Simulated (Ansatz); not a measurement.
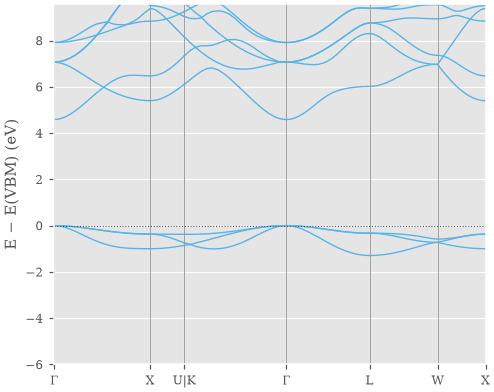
Figure. Band structure from plane-wave PAW r²SCAN (Ansatz code)

### Question
Read off the gap and where the band edges lie.

### Answer
About 4.6 eV (4.58 eV by a search for the band edges); maximum at Γ, minimum at Γ.

The material is KI (rock salt, Fm-3m).

The r²SCAN relaxation kept the symmetry of its start. Spin–orbit coupling is left out wherever it is not named.

Potentials: the later of the program's two PAW sets.
